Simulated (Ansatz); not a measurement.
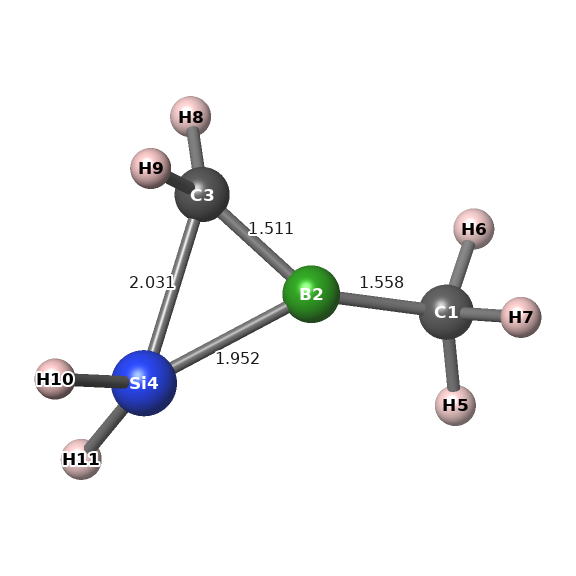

The numbers beside the sticks are distances in Å. Sticks don't show bond order. The geometry was computed by an optimisation with PBE-D4/def2-SVP. No frequency run is at hand to confirm it as a minimum.

### Assign a bond order to each marked bond.

C1–B2 single; B2–C3 single; B2–Si4 single; C3–Si4 single.

### Write the SMILES.

CB1C[SiH2]1
